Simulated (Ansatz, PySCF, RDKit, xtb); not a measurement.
# BGeNH8O: from the formula to a structure, part 2 of 2

Only the formula BGeNH8O is given. Aim: find the structure of lowest free energy at 298.15 K, then its properties.

xtb, Ansatz and PySCF; isolated molecules.

**10. c047a at MP2/def2-TZVPP**

The input, input.yaml:

```yaml
crystal:
  periodic: [false, false, false]
  atoms:
    - symbol: B
      position_ang: [1.451050, 0.724140, 2.254747]
    - symbol: Ge
      position_ang: [1.290746, 2.402999, -0.023651]
    - symbol: "N"
      position_ang: [0.420934, -0.396158, 2.909921]
    - symbol: O
      position_ang: [0.701057, 1.173203, 1.107328]
    - symbol: H
      position_ang: [-0.469276, 0.055167, 3.135946]
    - symbol: H
      position_ang: [0.229779, -1.124871, 2.217322]
    - symbol: H
      position_ang: [0.799887, -0.829167, 3.754529]
    - symbol: H
      position_ang: [2.477135, 0.081463, 2.013992]
    - symbol: H
      position_ang: [1.606641, 1.550970, 3.158071]
    - symbol: H
      position_ang: [0.180149, 2.569324, -1.081513]
    - symbol: H
      position_ang: [1.532876, 3.741988, 0.714600]
    - symbol: H
      position_ang: [2.604107, 1.932390, -0.694581]
basis:
  gaussian: {orbitals: def2-TZVPP}
correlation: {method: mp2, frozen_orbitals: {B: 1, "N": 1, Ge: 9, O: 1, H: 0}}
```

On the command line:

```
$ ansatz run input.yaml --threads 2 --pin off --max-ram 4350MiB --events-out events.jsonl --progress --plain --runs-dir runs
```

Log, shortened:

```text
Warning: RAYON_NUM_THREADS=2 ignored (pool sized by the plan → 2); use --threads N
Functional definition: HF
  name "HF"
[...]
1504 factors; integrals over basis functions are off by at most 1.2e-3 eV
[...]
mean field -60794.20889185 eV, -2234.1459689807 hartree, gradient 2.5e-6 eV, S^2 0.000000; 0 other end points of the search recorded, 0 dependent functions left out
12 core orbitals not correlated: weight in the atoms' cores, before any rotation towards them, 1.000 or more for the frozen orbitals, at most 0.000 for the correlated occupied ones
reference -60794.20889185 eV, -2234.1459689807 hartree; 18, 18 occupied and 223, 223 virtual orbitals, 1504 factors
second order -23.22367383 eV of doubles, -0.00000000 eV of singles
Total energy: -60817.43256569 eV, -2234.9994232526 hartree
```

Wall time 6.9 s (2 threads of Arm Neoverse V1, shared host); peak memory 0.62 GiB.

**11. c024c at CCSD(T)/def2-SVP**

The input, input.yaml:

```yaml
crystal:
  periodic: [false, false, false]
  atoms:
    - {symbol: B, position_ang: [-1.474883, -0.637553, 1.729218]}
    - {symbol: Ge, position_ang: [0.361727, 1.458803, 0.993851]}
    - {symbol: N, position_ang: [-0.400614, -0.266176, 0.539824]}
    - {symbol: O, position_ang: [-1.977889, 0.702055, 2.041535]}
    - {symbol: H, position_ang: [-2.210603, 0.782167, 2.971422]}
    - {symbol: H, position_ang: [-0.803253, -1.156841, 2.623332]}
    - {symbol: H, position_ang: [-2.288940, -1.405325, 1.219804]}
    - {symbol: H, position_ang: [-0.892460, -0.201883, -0.355109]}
    - {symbol: H, position_ang: [0.310903, -0.991220, 0.427237]}
    - {symbol: H, position_ang: [0.715617, 1.463472, 2.479480]}
    - {symbol: H, position_ang: [1.667140, 1.469585, 0.153761]}
    - {symbol: H, position_ang: [-0.560481, 2.571342, 0.499818]}
basis:
  gaussian: {orbitals: def2-SVP}
correlation: {method: ccsd_t, frozen_orbitals: {B: 1, "N": 1, Ge: 9, O: 1, H: 0}}
```

On the command line:

```
$ ansatz run input.yaml --threads 2 --pin off --max-ram 4350MiB --events-out events.jsonl --progress --plain --runs-dir runs
```

Log, shortened:

```text
Warning: RAYON_NUM_THREADS=2 ignored (pool sized by the plan → 2); use --threads N
[... 2 set-up lines as earlier in the session ...]
[...]
1142 factors; integrals over basis functions are off by at most 1.3e-3 eV
[...]
mean field -60781.44773691 eV, -2233.6770051863 hartree, gradient 4.6e-6 eV, S^2 0.000000; 0 other end points of the search recorded, 0 dependent functions left out
12 core orbitals not correlated: weight in the atoms' cores, before any rotation towards them, 1.000 or more for the frozen orbitals, at most 0.000 for the correlated occupied ones
reference -60781.44773691 eV, -2233.6770051863 hartree; 18, 18 occupied and 84, 84 virtual orbitals, 1142 factors
second order -19.36043561 eV of doubles, -0.00000000 eV of singles
cycle   1  -19.77229652 eV  change   -4.1e-1 eV  update   1.0e-1
[...]
cycle   9  -20.45319969 eV  change   -9.2e-6 eV  update   2.4e-5
perturbative correction -0.51879782 eV, -0.0190654684 hartree
Total energy: -60802.41973442 eV, -2234.4477118796 hartree
```

Wall time 17 s (2 threads of Arm Neoverse V1, shared host); peak memory 0.6 GiB.

**12. Putting it together**

Energies in kcal/mol from c047a; G adds the thermal terms to the CCSD(T)/def2-SVP + MP2/def2-TZVPP - MP2/def2-SVP energy. The columns left of the relaxed level are at the tight-binding geometries.

```csv
label,SMILES,spin,GFN2-xTB,HF/STO-3G,r2SCAN-D4/def2-SVP,B3LYP-D3(BJ)/def2-SVP,HF/def2-SVP,MP2/def2-SVP,CCSD(T)/def2-SVP + MP2/def2-TZVPP - MP2/def2-SVP,G,share at equilibrium,T1
c047a,[NH3+][BH2-][O][GeH3],singlet,0.0,0.0,0.0,0.0,0.0,0.0,0.0,0.0,100.0 %,0.011
c024c,O[BH2-][NH2+][GeH3],singlet,3.9,-10.5,5.2,6.7,9.9,7.6,6.6,7.3,< 0.1 %,0.010
c664a,[NH3+][B@H-](O)[GeH3],singlet,21.9,15.0,4.6,7.2,13.4,10.6,8.3,8.8,< 0.1 %,0.011
```

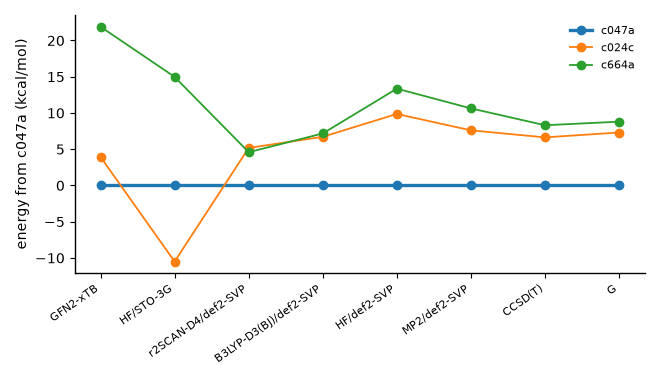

The finalists at each level, measured from c047a.

Lowest found: c047a, `[NH3+][BH2-][O][GeH3]`, a singlet of point group Cs. Bond lengths: B1–N3 1.657 Å, B1–O4 1.442 Å, Ge2–O4 1.772 Å, N3–H5 1.023 Å, N3–H6 1.023 Å, N3–H7 1.022 Å, B1–H8 1.234 Å, B1–H9 1.234 Å, Ge2–H10 1.543 Å, Ge2–H11 1.548 Å, Ge2–H12 1.548 Å. Some angles: N3–B1–O4 101.6°, B1–O4–Ge2 123.4°, B1–N3–H5 109.3°, B1–N3–H6 109.3°, B1–N3–H7 112.5°, N3–B1–H8 104.0°, N3–B1–H9 104.0°, O4–B1–H8 116.0°, O4–B1–H9 116.0°, O4–Ge2–H10 105.8°.

```xyz
12

B     1.4510    0.7241    2.2547
Ge    1.2907    2.4030   -0.0237
N     0.4209   -0.3962    2.9099
O     0.7011    1.1732    1.1073
H    -0.4693    0.0552    3.1359
H     0.2298   -1.1249    2.2173
H     0.7999   -0.8292    3.7545
H     2.4771    0.0815    2.0140
H     1.6066    1.5510    3.1581
H     0.1801    2.5693   -1.0815
H     1.5329    3.7420    0.7146
H     2.6041    1.9324   -0.6946
```

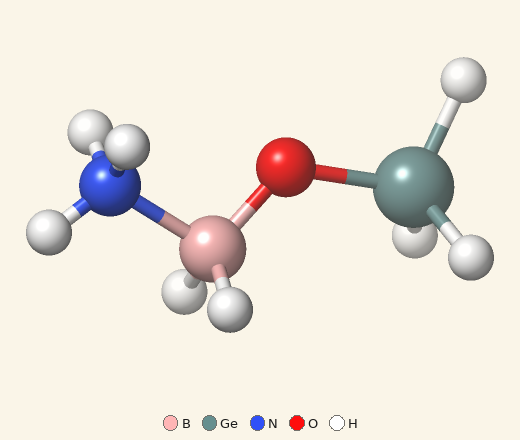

The lowest structure found, seen from a chosen angle (boron pink, germanium teal, nitrogen blue, oxygen red, hydrogen white).

**13. Density, orbitals and dipole (PBE0/def2-TZVPD)**

The input, input.yaml:

```yaml
crystal:
  periodic: [false, false, false]
  atoms:
    - {symbol: B, position_ang: [1.451050, 0.724140, 2.254747]}
    - {symbol: Ge, position_ang: [1.290746, 2.402999, -0.023651]}
    - {symbol: N, position_ang: [0.420934, -0.396158, 2.909921]}
    - {symbol: O, position_ang: [0.701057, 1.173203, 1.107328]}
    - {symbol: H, position_ang: [-0.469276, 0.055167, 3.135946]}
    - {symbol: H, position_ang: [0.229779, -1.124871, 2.217322]}
    - {symbol: H, position_ang: [0.799887, -0.829167, 3.754529]}
    - {symbol: H, position_ang: [2.477135, 0.081463, 2.013992]}
    - {symbol: H, position_ang: [1.606641, 1.550970, 3.158071]}
    - {symbol: H, position_ang: [0.180149, 2.569324, -1.081513]}
    - {symbol: H, position_ang: [1.532876, 3.741988, 0.714600]}
    - {symbol: H, position_ang: [2.604107, 1.932390, -0.694581]}
basis:
  gaussian: {orbitals: def2-TZVPD}
hamiltonian: {xc: {name: PBE0}}
output: {forces: true, orbitals: {seedname: orbitals}}
```

On the command line:

```
$ ansatz run input.yaml --threads 2 --pin off --max-ram 4350MiB --events-out events.jsonl --progress --plain --runs-dir runs
```

Log, shortened:

```text
Warning: RAYON_NUM_THREADS=2 ignored (pool sized by the plan → 2); use --threads N
Functional definition: PBE0
  name "PBE0"
[...]
1362 factors; their error is unknown
[...]
mean field -60853.19450416 eV, -2236.3136502510 hartree, gradient 6.5e-5 eV, S^2 0.000000; 0 other end points of the search recorded, 0 dependent functions left out
[...]
reference -60853.19454669 eV, -2236.3136518141 hartree; 30, 30 occupied and 210, 210 virtual orbitals, 1362 factors
[...]
Atom 7 at     2.477135     0.081463     2.013992 Å, force    -0.155458     0.139432     0.031372 eV/Å
Atom 8 at     1.606641     1.550970     3.158071 Å, force    -0.000507    -0.122185    -0.172267 eV/Å
Atom 9 at     0.180149     2.569324    -1.081513 Å, force     0.051088    -0.019808     0.064267 eV/Å
Atom 10 at     1.532876     3.741988     0.714600 Å, force    -0.011292    -0.086421    -0.026128 eV/Å
Atom 11 at     2.604107     1.932390    -0.694581 Å, force    -0.071839     0.015860     0.053560 eV/Å
Dipole moment:    -0.515867    -0.648687     0.440690 e Å
```

Run time: 10 s. Hardware: 2 threads of Arm Neoverse V1, shared host; peak memory 0.7 GiB.

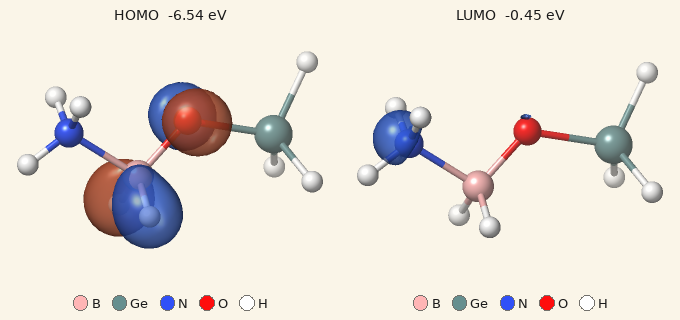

Frontier orbitals of this run, surfaces at ±0.2 Å^-3/2.

**14. Frequencies after a tight-binding relaxation (GFN2-xTB)**

The input, start.xyz:

```xyz
12
c047a
B      1.451050     0.724140     2.254747
Ge     1.290746     2.402999    -0.023651
N      0.420934    -0.396158     2.909921
O      0.701057     1.173203     1.107328
H     -0.469276     0.055167     3.135946
H      0.229779    -1.124871     2.217322
H      0.799887    -0.829167     3.754529
H      2.477135     0.081463     2.013992
H      1.606641     1.550970     3.158071
H      0.180149     2.569324    -1.081513
H      1.532876     3.741988     0.714600
H      2.604107     1.932390    -0.694581
```

On the command line:

```
$ xtb start.xyz --gfn 2 --ohess tight
```

Log, shortened:

```text
[...]
         ::                     SUMMARY                     ::
         :::::::::::::::::::::::::::::::::::::::::::::::::::::
         :: total energy             -14.272105938737 Eh    ::
         :: gradient norm              0.000188656177 Eh/a0 ::
         :: HOMO-LUMO gap              7.391701506714 eV    ::
         ::.................................................::
         :: SCC energy               -14.380727529859 Eh    ::
         :: -> isotropic ES            0.067443454034 Eh    ::
         :: -> anisotropic ES          0.005482114931 Eh    ::
         :: -> anisotropic XC          0.003097729935 Eh    ::
         :: -> dispersion             -0.006239532766 Eh    ::
         :: repulsion energy           0.108621591122 Eh    ::
         :: add. restraining           0.000000000000 Eh    ::
         :: total charge              -0.000000000000 e     ::
         :::::::::::::::::::::::::::::::::::::::::::::::::::::
[...]
          | TOTAL ENERGY              -14.272105938736 Eh   |
          | TOTAL ENTHALPY            -14.179052533861 Eh   |
          | TOTAL FREE ENERGY         -14.219734692161 Eh   |
          | GRADIENT NORM               0.000188612999 Eh/α |
[...]
```

It took 0.17 s on 2 threads of Arm Neoverse V1, shared host.

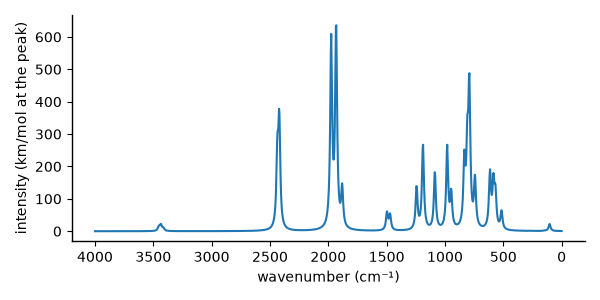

Harmonic infrared spectrum, unscaled, lines broadened by 10 cm⁻¹.

**15. Electronic excitations (TD-PBE0/def2-SVPD)**

An in-house driver calls PySCF's response routines at TD-PBE0/def2-SVPD; it has no typed input.

Log:

```text
coarse grid: 42672 points
cycle   1  E = -2235.7395358030  dE = -4.572e-01  |g| = 8.464e-01  |ddm| = 4.366e+00
cycle   2  E = -2235.2991575771  dE =  4.404e-01  |g| = 1.681e+00  |ddm| = 2.487e+00
cycle   3  E = -2235.8757294225  dE = -5.766e-01  |g| = 1.628e-01  |ddm| = 1.816e+00
cycle   4  E = -2235.8797573232  dE = -4.028e-03  |g| = 6.704e-02  |ddm| = 2.753e-01
cycle   5  E = -2235.8803019604  dE = -5.446e-04  |g| = 7.200e-03  |ddm| = 7.288e-02
cycle   6  E = -2235.8803137693  dE = -1.181e-05  |g| = 2.872e-03  |ddm| = 1.260e-02
cycle   7  E = -2235.8803155034  dE = -1.734e-06  |g| = 5.973e-04  |ddm| = 3.009e-03
final grid: 89424 points
cycle   8  E = -2235.8803672529  dE = -4.935e-08  |g| = 7.139e-04  |ddm| = 8.923e-03
cycle   9  E = -2235.8803671897  dE =  6.322e-08  |g| = 9.050e-04  |ddm| = 1.529e-03
cycle  10  E = -2235.8803673543  dE = -1.646e-07  |g| = 4.741e-05  |ddm| = 7.594e-04
cycle  11  E = -2235.8803673547  dE = -3.993e-10  |g| = 1.793e-05  |ddm| = 7.705e-05
converged SCF energy = -2235.8803673547

Static polarisability (au): isotropic 65.011, principal 59.964 60.897 74.173

Singlet excitations
state   eV       nm        f      main configurations
  1   5.2636    235.6   0.00107   H->L 0.99
  2   6.0389    205.3   0.00158   H->L+1 0.58, H->L+2 0.39
  3   6.3535    195.1   0.01659   H->L+2 0.60, H->L+1 0.39
  4   6.7966    182.4   0.09478   H-1->L 0.95
  5   6.9577    178.2   0.01288   H->L+3 0.96
  6   7.1405    173.6   0.02295   H->L+4 0.95
  7   7.2488    171.0   0.02909   H->L+5 0.96
  8   7.4379    166.7   0.00553   H-1->L+1 0.49, H-1->L+2 0.25, H->L+6 0.18

Triplet excitations (Tamm-Dancoff, eV): 5.1764 5.7604 6.2271
```

It took 11 s on 2 threads of Arm Neoverse V1, shared host; peak memory 0.67 GiB.

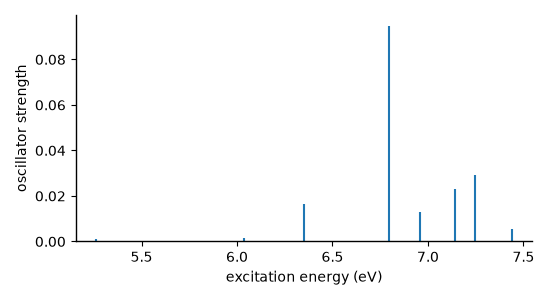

Vertical excitations as sticks.

The roots found:

| excited state | energy (eV) | strength |
| --- | --- | --- |
| 1 | 5.264 | 0.0011 |
| 2 | 6.039 | 0.0016 |
| 3 | 6.354 | 0.0166 |
| 4 | 6.797 | 0.0948 |
| 5 | 6.958 | 0.0129 |
| 6 | 7.141 | 0.0230 |
| 7 | 7.249 | 0.0291 |
| 8 | 7.438 | 0.0055 |

**16. NMR shieldings (GIAO PBE0/pcSseg-1)**

An in-house driver calls PySCF's response routines at GIAO PBE0/pcSseg-1; it has no typed input.

Log:

```text
coarse grid: 42672 points
cycle   1  E = -2235.8399325428  dE = -4.965e-01  |g| = 1.163e+00  |ddm| = 2.922e+00
cycle   2  E = -2235.3892340476  dE =  4.507e-01  |g| = 1.874e+00  |ddm| = 2.543e+00
cycle   3  E = -2235.9895104271  dE = -6.003e-01  |g| = 3.392e-01  |ddm| = 2.137e+00
cycle   4  E = -2236.0086887501  dE = -1.918e-02  |g| = 8.576e-02  |ddm| = 2.836e-01
cycle   5  E = -2236.0093861805  dE = -6.974e-04  |g| = 1.320e-02  |ddm| = 6.167e-02
cycle   6  E = -2236.0094148593  dE = -2.868e-05  |g| = 4.020e-03  |ddm| = 1.443e-02
cycle   7  E = -2236.0094180062  dE = -3.147e-06  |g| = 1.107e-03  |ddm| = 2.980e-03
final grid: 89424 points
cycle   8  E = -2236.0094806196  dE =  8.444e-08  |g| = 1.406e-03  |ddm| = 2.184e-03
cycle   9  E = -2236.0094803186  dE =  3.010e-07  |g| = 1.889e-03  |ddm| = 2.061e-03
cycle  10  E = -2236.0094809842  dE = -6.656e-07  |g| = 1.809e-04  |ddm| = 1.271e-03
cycle  11  E = -2236.0094809899  dE = -5.700e-09  |g| = 2.081e-05  |ddm| = 1.390e-04
cycle  12  E = -2236.0094809899  dE = -8.549e-11  |g| = 5.508e-06  |ddm| = 2.343e-05
converged SCF energy = -2236.0094809899

GIAO shielding tensors (ppm)
atom      isotropic    diamagn.    paramagn.     s11        s22        s33       span
  0 B      105.950     183.120     -77.170     96.571     99.242    122.037     25.467
  1 Ge    1425.262    2754.712   -1329.451   1297.363   1313.186   1665.236    367.873
  2 N      208.161     316.333    -108.172    191.237    209.757    223.488     32.251
  3 O      309.738     403.592     -93.853    239.086    315.046    375.083    135.997
  4 H       28.540      30.016      -1.476     23.538     25.427     36.655     13.117
  5 H       28.540      32.897      -4.356     23.538     25.427     36.656     13.118
  6 H       28.782      26.459       2.323     23.466     23.942     38.937     15.471
  7 H       27.926      29.322      -1.396     24.437     28.299     31.043      6.606
  8 H       27.926      28.145      -0.219     24.436     28.299     31.043      6.607
  9 H       26.354      28.720      -2.366     20.110     22.205     36.747     16.637
 10 H       26.180      26.919      -0.740     20.169     22.001     36.369     16.200
 11 H       26.180      27.777      -1.598     20.169     22.001     36.370     16.201
```

Wall time 6.9 s (2 threads of Arm Neoverse V1, shared host); peak memory 0.78 GiB.

Isotropic shieldings, averaged over atoms that the bond graph makes equivalent (absolute, not shifts):

| atoms | shielding (ppm) |
| --- | --- |
| B1 | 106.0 |
| Ge2 | 1425.3 |
| N3 | 208.2 |
| O4 | 309.7 |
| H5, H6, H7 | 28.62 |
| H8, H9 | 27.93 |
| H10, H11, H12 | 26.24 |

**17. The cation at the same geometry (PBE0/def2-TZVPD)**

Edit input.yaml of step 13 so:

```diff
@@ -16,4 +16,9 @@
 basis:
-  gaussian: {orbitals: def2-TZVPD}
-hamiltonian: {xc: {name: PBE0}}
-output: {forces: true, orbitals: {seedname: orbitals}}
+  gaussian:
+    orbitals: def2-TZVPD
+total_charge: 1
+magnetization:
+  spin_polarized: true
+  initial_magnetization: 1
+hamiltonian:
+  xc: pbe0
```

On the command line:

```
$ ansatz run input.yaml --threads 2 --pin off --max-ram 4350MiB --events-out events.jsonl --progress --plain --runs-dir runs
```

Log, shortened:

```text
Warning: RAYON_NUM_THREADS=2 ignored (pool sized by the plan → 2); use --threads N
[... 2 set-up lines as earlier in the session ...]
[...]
1362 factors; their error is unknown
[...]
mean field -60844.61757188 eV, -2235.9984538034 hartree, gradient 1.0e-5 eV, S^2 0.757993; 2 other end points of the search recorded, 0 dependent functions left out
reference -60844.61761137 eV, -2235.9984552548 hartree; 30, 29 occupied and 210, 211 virtual orbitals, 1362 factors
Total energy: -60844.61761137 eV, -2235.9984552548 hartree
```

Wall time 17 s (2 threads of Arm Neoverse V1, shared host); peak memory 0.85 GiB.

Difference from the parent: 8.58 eV.

**18. The anion at the same geometry (PBE0/def2-TZVPD)**

Edit input.yaml of step 17 so:

```diff
@@ -5,3 +5,3 @@
     - {symbol: Ge, position_ang: [1.290746, 2.402999, -0.023651]}
-    - {symbol: N, position_ang: [0.420934, -0.396158, 2.909921]}
+    - {symbol: "N", position_ang: [0.420934, -0.396158, 2.909921]}
     - {symbol: O, position_ang: [0.701057, 1.173203, 1.107328]}
@@ -18,3 +18,3 @@
     orbitals: def2-TZVPD
-total_charge: 1
+total_charge: -1
 magnetization:
@@ -24 +24,3 @@
   xc: pbe0
+scf:
+  lower_state_search: off
```

On the command line:

```
$ ansatz run input.yaml --threads 2 --pin off --max-ram 4350MiB --events-out events.jsonl --progress --plain --runs-dir runs
```

Log, shortened:

```text
Warning: RAYON_NUM_THREADS=2 ignored (pool sized by the plan → 2); use --threads N
[... 2 set-up lines as earlier in the session ...]
[...]
1362 factors; their error is unknown
[...]
mean field -60852.60930868 eV, -2236.2921447140 hartree, gradient 7.6e-6 eV, S^2 0.750252; 0 other end points of the search recorded, 0 dependent functions left out
reference -60852.60935463 eV, -2236.2921464027 hartree; 31, 30 occupied and 209, 210 virtual orbitals, 1362 factors
Total energy: -60852.60935463 eV, -2236.2921464027 hartree
Checks for a lower state left out: stability, starts, cluster_reference, orbital_swaps, neighbouring_geometries, increment
```

It took 13 s on 2 threads of Arm Neoverse V1, shared host; peak memory 0.77 GiB.

Parent less the species with the added electron: -0.59 eV. The extra electron isn't bound at this geometry, so the number measures the basis, not the molecule.

**19. The triplet at the same geometry (PBE0/def2-TZVPD)**

Edit input.yaml of step 18 so:

```diff
@@ -5,3 +5,3 @@
     - {symbol: Ge, position_ang: [1.290746, 2.402999, -0.023651]}
-    - {symbol: "N", position_ang: [0.420934, -0.396158, 2.909921]}
+    - {symbol: N, position_ang: [0.420934, -0.396158, 2.909921]}
     - {symbol: O, position_ang: [0.701057, 1.173203, 1.107328]}
@@ -16,11 +16,4 @@
 basis:
-  gaussian:
-    orbitals: def2-TZVPD
-total_charge: -1
-magnetization:
-  spin_polarized: true
-  initial_magnetization: 1
-hamiltonian:
-  xc: pbe0
-scf:
-  lower_state_search: off
+  gaussian: {orbitals: def2-TZVPD}
+magnetization: {spin_polarized: true, initial_magnetization: 2}
+hamiltonian: {xc: pbe0}
```

On the command line:

```
$ ansatz run input.yaml --threads 2 --pin off --max-ram 4350MiB --events-out events.jsonl --progress --plain --runs-dir runs
```

Log, shortened:

```text
Warning: RAYON_NUM_THREADS=2 ignored (pool sized by the plan → 2); use --threads N
[... 2 set-up lines as earlier in the session ...]
[...]
1362 factors; their error is unknown
[...]
mean field -60847.92485837 eV, -2236.1199943403 hartree, gradient 2.0e-5 eV, S^2 2.007685; 8 other end points of the search recorded, 0 dependent functions left out
reference -60847.92490784 eV, -2236.1199961583 hartree; 31, 29 occupied and 209, 211 virtual orbitals, 1362 factors
Total energy: -60847.92490784 eV, -2236.1199961583 hartree
```

Run time: 30 s. Hardware: 2 threads of Arm Neoverse V1, shared host; peak memory 0.92 GiB.

It lies 5.27 eV above the singlet.

**20. What came out**

The summary covers parts 1 to 2.

| quantity | value |
| --- | --- |
| lowest structure found | [NH3+][BH2-][O][GeH3], singlet, Cs |
| next finalist | O[BH2-][NH2+][GeH3], singlet, 7.3 kcal/mol higher in G |
| share at equilibrium, among the finalists | 100.0 % |
| funnel | 42 starts, 38 minima at GFN2-xTB, 15 screening runs, 6 relaxed, 3 ranked |
| CPU time of all runs | 49 min |
| harmonic wavenumbers, lowest and highest (B3LYP-D3(BJ)/def2-SVP) | 22 and 3579 cm⁻¹ |
| rotational constants, same geometry | 0.7404, 0.05474, 0.05314 cm⁻¹ |
| dipole moment (PBE0/def2-TZVPD) | 4.51 D |
| HOMO energy (PBE0/def2-TZVPD) | -6.54 eV |
| LUMO energy (PBE0/def2-TZVPD) | -0.45 eV |
| HOMO–LUMO gap (PBE0/def2-TZVPD) | 6.10 eV |
| lowest excitation (TD-PBE0/def2-SVPD) | 5.26 eV (f = 0.001) |
| strongest of the states computed, same level | 6.80 eV (f = 0.095) |
| lowest triplet excitation, same level, Tamm-Dancoff | 5.18 eV |
| vertical ionisation energy | 8.58 eV |
| vertical electron affinity | -0.59 eV (unbound: the value depends on the basis) |
| vertical triplet less singlet | +5.27 eV |

**Reading.** The lowest structure found is `[NH3+][BH2-][O][GeH3]`. The margin of 7.3 kcal/mol over the next finalist is beyond the usual error of the last level; it says nothing of structures that weren't ranked. GFN2-xTB, r2SCAN-D4/def2-SVP, B3LYP-D3(BJ)/def2-SVP, HF/def2-SVP and MP2/def2-SVP already put its bonding pattern lowest among the structures in one piece; HF/STO-3G favours the singlet [BH2]1[NH2][GeH3][OH]1 ‡ (c417c, not a finalist). The largest share of the time went into the vibrations (32 %). The search is not exhaustive (a finite list of starts, one conformer a finalist), so a lower isomer can't be ruled out. Patterns outside the rules of the enumeration were met only by chance.

‡ marks the bonded skeleton alone, with all bonds drawn single: no Lewis structure was assigned that passes a check against the bond lengths.
